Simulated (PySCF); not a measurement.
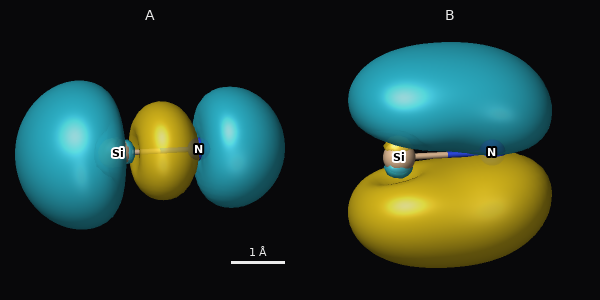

Figure. SiN (charge −1). Two frontier orbitals, each drawn at the value that holds 80 % of its norm (yellow and cyan are the two phases), in no order; of a degenerate pair one member is drawn.

These are results of PBE0/aug-pcseg-1, non-relativistic, at a bond length of 1.594 Å in PySCF, not measurements.

Name the orbitals and rank them from lowest to highest energy.

Orbital B: π, occupied, −1.17 eV; bonding, with no node between the atoms.
Orbital A: σ, occupied, −1.09 eV; shared between the atoms (Si 45 %, N 55 %).
